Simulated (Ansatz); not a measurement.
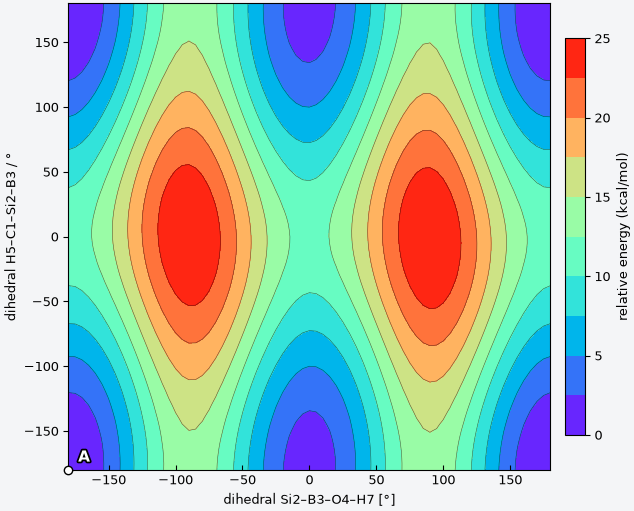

CH₃BOSi, SMILES C#[Si]BO. 
- Coordinates scanned: (1) dihedral Si2–B3–O4–H7; (2) dihedral H5–C1–Si2–B3.
- Nothing is relaxed (all other coordinates rigid).
- The scan uses a 12 × 12 grid; 116 points were computed and 28 follow by symmetry.
- Points are written as (first, second).
- All energies are given in kcal/mol relative to the lowest grid point.
- The dihedral twists a double bond; near 90° a spin-restricted reference is unreliable.
- Computed with Ansatz 0.2.0, RKS PBE0-D4/def2-TZVP.

Drawn: filled contours, the point A. Between grid points the surface is interpolated.

Question: What is the easiest way out of the well at A, and how high is the barrier?

Answer: The easiest path leads from the well at (−180°, −180°) to its copy one period on. Its highest point lies about 11 kcal/mol above the bottom of the first well on the interpolated surface, at (−180°, 0°). The start is the relaxed structure and all else is held, so a fully relaxed path at this level can only be lower.

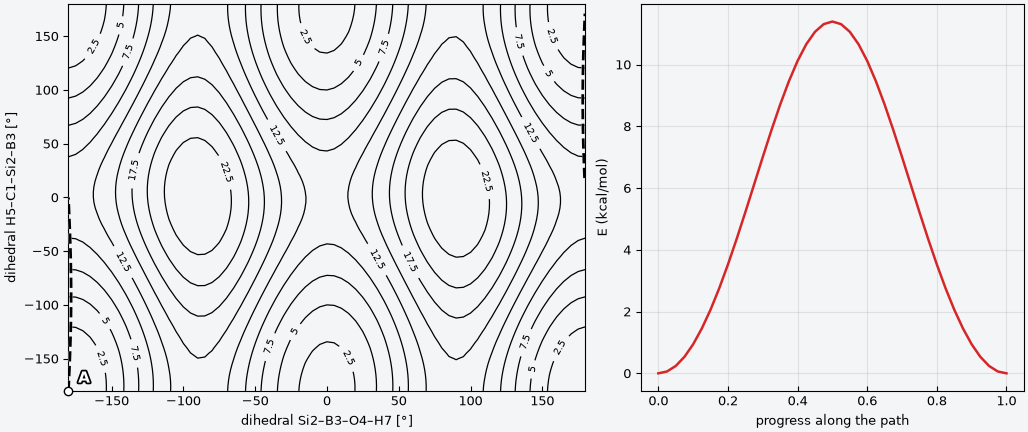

In the figure: contour lines labelled in kcal/mol, a line along the lowest path, the energy along the path at the right. Between grid points the surface is interpolated.
